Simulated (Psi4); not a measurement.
Excited-state calculation of GaH2O (part 2 of 2)

Continued. System: GaH2O, multiplicity 2, SMILES [O][GaH2]. Method: TDHF/6-311G, UHF (Psi4 1.11). The geometry comes from this level: PBE0-D4/def2-TZVP.

Geometry of the input (Å):
```
O  -0.8857  -0.4946  1.3221
Ga 0.0788  0.0195  -0.1009
H  -0.6752  -0.0408  -1.4603
H  1.5376  0.4556  0.2187
```

Output, continued
```
     Residual threshold  : 1.0000e-04
     Initial guess       : denominators
     Reference           : UHF
     Solver type         : RPA (Hamiltonian)

  ==> Requested Excitations <==

      10 singlet states with A symmetry

  ==> Seeking the lowest 10 singlet states with A symmetry

                        Generalized Hamiltonian Solver

  ==> Options <==

    Max number of iterations        = 60
    Eigenvector tolerance           = 1.0000e-04
    Max number of expansion vectors = 2000

  => Iterations <=
                              Max[D[value]]     Max[|R|]   # vectors
  HamiltonianSolver iter   1:   3.37595e-01  4.04052e-01     40
  HamiltonianSolver iter   2:   9.13174e-02  1.57745e-01     60
  HamiltonianSolver iter   3:   6.64767e-03  8.15885e-02     80
  HamiltonianSolver iter   4:   1.14710e-03  3.23556e-02    100
  HamiltonianSolver iter   5:   1.73991e-04  1.01652e-02    120
  HamiltonianSolver iter   6:   8.27698e-06  3.07486e-03    134
  HamiltonianSolver iter   7:   3.35694e-07  8.80702e-04    142
  HamiltonianSolver iter   8:   2.04728e-08  2.25571e-04    146
  HamiltonianSolver iter   9:   1.05586e-09  8.26925e-05    150      Converged

******************************************************************************************
**********                               WARNING                                **********
**********  Length-gauge rotatory strengths are **NOT** gauge-origin invariant  **********
******************************************************************************************

                                    Excitation Energy         Total Energy        Oscillator Strength             Rotatory Strength
     #   Sym: GS->ES (Trans)        au              eV              au          au (length)    au (velocity)    au (length)    au (velocity)
    ---- -------------------- --------------- --------------- --------------- --------------- --------------- --------------- ---------------
     1        A->A (1 A)       0.01448         0.39406        -1999.17124      0.0000          0.0000         -0.0000         -0.0000
     2        A->A (1 A)       0.05994         1.63096        -1999.12578      0.0000          0.0180         -0.0000         -0.0000
     3        A->A (1 A)       0.24688         6.71793        -1998.93884      0.0000          0.0000          0.0000          0.0000
     4        A->A (1 A)       0.25601         6.96644        -1998.92971      0.0079          0.0006          0.0000          0.0000
     5        A->A (1 A)       0.25838         7.03081        -1998.92734      0.0044          0.0006         -0.0000         -0.0000
     6        A->A (1 A)       0.26264         7.14690        -1998.92307      0.0004          0.0002         -0.0000         -0.0000
     7        A->A (1 A)       0.26659         7.25424        -1998.91913      0.0000          0.0000          0.0000          0.0000
     8        A->A (1 A)       0.29375         7.99338        -1998.89197      0.0290          0.0311         -0.0000         -0.0000
     9        A->A (1 A)       0.29629         8.06253        -1998.88943      0.0170          0.0264          0.0000          0.0000
     10       A->A (1 A)       0.30673         8.34657        -1998.87899      0.0341          0.0158          0.0000          0.0000

Contributing excitations and de-excitations
Only contributions with abs(coeff) > 1.00e-01 will be printed:

Excited State    1 (1 A):   0.01448 au   3146.31 nm f = 0.0000
Alpha orbitals:
  Sums of squares: Xssq =  9.571901e-04; Yssq =  8.508988e-04; Xssq - Yssq =  1.062913e-04
Beta orbitals:
  Sums of squares: Xssq =  1.002388e+00; Yssq =  2.494691e-03; Xssq - Yssq =  9.998937e-01
     19a (b) ->  22a (b)   -0.732759 (53.694%)
     19a (b) ->  24a (b)   -0.558791 (31.225%)
     19a (b) ->  28a (b)   -0.359490 (12.923%)
     19a (b) ->  37a (b)   -0.130875 ( 1.713%)

Excited State    2 (1 A):   0.05994 au   760.19 nm f = 0.0000
Alpha orbitals:
  Sums of squares: Xssq =  1.174187e-03; Yssq =  7.803262e-04; Xssq - Yssq =  3.938608e-04
Beta orbitals:
  Sums of squares: Xssq =  1.000859e+00; Yssq =  1.252798e-03; Xssq - Yssq =  9.996061e-01
     17a (b) ->  22a (b)    0.281430 ( 7.920%)
     17a (b) ->  24a (b)    0.218303 ( 4.766%)
     17a (b) ->  28a (b)    0.156435 ( 2.447%)
     18a (b) ->  22a (b)    0.683869 (46.768%)
     18a (b) ->  24a (b)    0.512144 (26.229%)
     18a (b) ->  28a (b)    0.311891 ( 9.728%)
     18a (b) ->  37a (b)    0.108743 ( 1.183%)

Excited State    3 (1 A):   0.24688 au   184.56 nm f = 0.0000
Alpha orbitals:
  Sums of squares: Xssq =  6.530316e-01; Yssq =  2.998546e-04; Xssq - Yssq =  6.527318e-01
     21a (a) ->  22a (a)   -0.756750 (57.267%)
     21a (a) ->  26a (a)   -0.279863 ( 7.832%)
Beta orbitals:
  Sums of squares: Xssq =  3.478142e-01; Yssq =  5.459762e-04; Xssq - Yssq =  3.472682e-01
     20a (b) ->  21a (b)   -0.548473 (30.082%)
     20a (b) ->  26a (b)   -0.214839 ( 4.616%)

Excited State    4 (1 A):   0.25601 au   177.97 nm f = 0.0079
Alpha orbitals:
  Sums of squares: Xssq =  1.192607e-01; Yssq =  6.037946e-03; Xssq - Yssq =  1.132228e-01
     19a (a) ->  22a (a)   -0.286608 ( 8.214%)
     19a (a) ->  26a (a)   -0.104692 ( 1.096%)
Beta orbitals:
  Sums of squares: Xssq =  8.922207e-01; Yssq =  5.443533e-03; Xssq - Yssq =  8.867772e-01
     19a (b) ->  21a (b)    0.889772 (79.169%)
     19a (b) ->  26a (b)    0.276743 ( 7.659%)
     19a (b) ->  35a (b)    0.103946 ( 1.080%)

Excited State    5 (1 A):   0.25838 au   176.34 nm f = 0.0044
Alpha orbitals:
  Sums of squares: Xssq =  4.102711e-02; Yssq =  8.238858e-04; Xssq - Yssq =  4.020322e-02
     20a (a) ->  22a (a)   -0.176630 ( 3.120%)
Beta orbitals:
  Sums of squares: Xssq =  9.649692e-01; Yssq =  5.172410e-03; Xssq - Yssq =  9.597968e-01
     18a (b) ->  21a (b)    0.919660 (84.578%)
     18a (b) ->  26a (b)    0.318558 (10.148%)

Excited State    6 (1 A):   0.26264 au   173.48 nm f = 0.0004
Alpha orbitals:
  Sums of squares: Xssq =  5.372423e-01; Yssq =  1.319951e-02; Xssq - Yssq =  5.240428e-01
     20a (a) ->  28a (a)   -0.110366 ( 1.218%)
     21a (a) ->  25a (a)    0.672980 (45.290%)
     21a (a) ->  27a (a)   -0.107305 ( 1.151%)
     21a (a) ->  30a (a)    0.175215 ( 3.070%)
Beta orbitals:
  Sums of squares: Xssq =  4.894205e-01; Yssq =  1.346329e-02; Xssq - Yssq =  4.759572e-01
     17a (b) ->  22a (b)    0.126329 ( 1.596%)
     20a (b) ->  25a (b)    0.628240 (39.468%)
     20a (b) ->  30a (b)    0.172776 ( 2.985%)

Excited State    7 (1 A):   0.26659 au   170.91 nm f = 0.0000
Alpha orbitals:
  Sums of squares: Xssq =  3.481238e-01; Yssq =  3.583599e-04; Xssq - Yssq =  3.477655e-01
     21a (a) ->  22a (a)    0.561677 (31.548%)
     21a (a) ->  26a (a)    0.178490 ( 3.186%)
Beta orbitals:
  Sums of squares: Xssq =  6.536317e-01; Yssq =  1.397132e-03; Xssq - Yssq =  6.522345e-01
     20a (b) ->  21a (b)   -0.764074 (58.381%)
     20a (b) ->  26a (b)   -0.262207 ( 6.875%)

Excited State    8 (1 A):   0.29375 au   155.11 nm f = 0.0290
Alpha orbitals:
  Sums of squares: Xssq =  3.105502e-01; Yssq =  8.911756e-03; Xssq - Yssq =  3.016384e-01
     17a (a) ->  25a (a)   -0.123466 ( 1.524%)
     19a (a) ->  22a (a)   -0.122455 ( 1.500%)
     20a (a) ->  23a (a)    0.177569 ( 3.153%)
     20a (a) ->  25a (a)    0.387678 (15.029%)
     20a (a) ->  29a (a)    0.120376 ( 1.449%)
     20a (a) ->  30a (a)    0.108430 ( 1.176%)
     21a (a) ->  28a (a)   -0.195912 ( 3.838%)
     21a (a) ->  31a (a)   -0.101418 ( 1.029%)
Beta orbitals:
  Sums of squares: Xssq =  7.055435e-01; Yssq =  7.181892e-03; Xssq - Yssq =  6.983616e-01
     17a (b) ->  25a (b)    0.166860 ( 2.784%)
     18a (b) ->  23a (b)   -0.273588 ( 7.485%)
     18a (b) ->  25a (b)   -0.490632 (24.072%)
     18a (b) ->  29a (b)   -0.161030 ( 2.593%)
     18a (b) ->  30a (b)   -0.109259 ( 1.194%)
     20a (b) ->  22a (b)    0.470822 (22.167%)
     20a (b) ->  24a (b)    0.233826 ( 5.467%)
     20a (b) ->  28a (b)   -0.115346 ( 1.330%)
     20a (b) ->  31a (b)   -0.102149 ( 1.043%)

Excited State    9 (1 A):   0.29629 au   153.78 nm f = 0.0170
Alpha orbitals:
  Sums of squares: Xssq =  7.201091e-02; Yssq =  1.501300e-03; Xssq - Yssq =  7.050961e-02
     19a (a) ->  23a (a)   -0.173774 ( 3.020%)
     19a (a) ->  25a (a)   -0.133986 ( 1.795%)
Beta orbitals:
  Sums of squares: Xssq =  9.334121e-01; Yssq =  3.921666e-03; Xssq - Yssq =  9.294904e-01
     19a (b) ->  23a (b)    0.677925 (45.958%)
     19a (b) ->  25a (b)    0.514284 (26.449%)
     19a (b) ->  27a (b)    0.310948 ( 9.669%)
     19a (b) ->  29a (b)    0.289880 ( 8.403%)

Excited State   10 (1 A):   0.30673 au   148.55 nm f = 0.0341
Alpha orbitals:
  Sums of squares: Xssq =  9.402300e-01; Yssq =  1.804338e-03; Xssq - Yssq =  9.384257e-01
     20a (a) ->  22a (a)   -0.912672 (83.297%)
     20a (a) ->  26a (a)   -0.313377 ( 9.821%)
Beta orbitals:
  Sums of squares: Xssq =  6.261728e-02; Yssq =  1.042933e-03; Xssq - Yssq =  6.157434e-02
     17a (b) ->  21a (b)   -0.132767 ( 1.763%)
     18a (b) ->  21a (b)   -0.192087 ( 3.690%)

******************************************************************************************
**********                               WARNING                                **********
**********       The names of excited state variables changed between 1.5       **********
**********     and 1.6. For a quick solution, remove the symmetry specifier     **********
**********   from the variable name. For full details, see 'Notes on Psivars'   **********
**********                        in the documentation.                         **********
******************************************************************************************
```

Standard output
```
root 1: 0.3941 eV  f = 0.0000  A
root 2: 1.6310 eV  f = 0.0000  A
root 3: 6.7179 eV  f = 0.0000  A
root 4: 6.9664 eV  f = 0.0079  A
root 5: 7.0308 eV  f = 0.0044  A
root 6: 7.1469 eV  f = 0.0004  A
root 7: 7.2542 eV  f = 0.0000  A
root 8: 7.9934 eV  f = 0.0290  A
root 9: 8.0625 eV  f = 0.0170  A
root 10: 8.3466 eV  f = 0.0341  A
total energy -1999.18571822 hartree = -54400.61426 eV
```

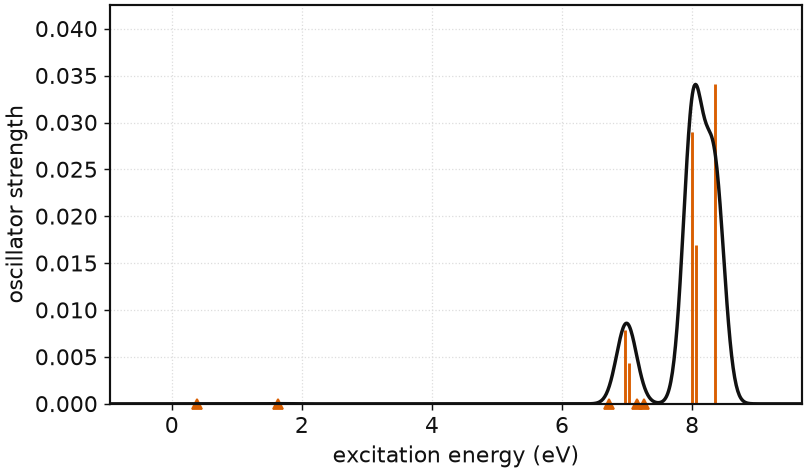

**Figure 1.** Computed excitations as sticks (degenerate states added up, dark ones marked on the axis), with a Gaussian envelope of 0.35 eV full width at half maximum, scaled to the tallest. Of the 10 states the lowest lies at 0.39 eV (f = 0.000); the strongest line is at 8.35 eV, or 149 nm (f = 0.034).

Key numbers

| quantity | value |
| --- | --- |
| outcome | converged |
| total energy | −1999.185718 hartree |
| basis functions | 58 |
| ⟨S²⟩ | 0.758 |
| dipole moment | 2.54 D |
| lowest excitation | 0.39 eV |
| wall time | 8.7 s |
| peak memory | 0.24 GiB |

Remarks

Settings chosen away from the usual ones: mom_start set to 5; maxiter set to 100 (from 50); damping_percentage set to null (from 40). The record of the run, not the program, notes: occupations held by overlap or a lasting level shift; may not be the lowest state.
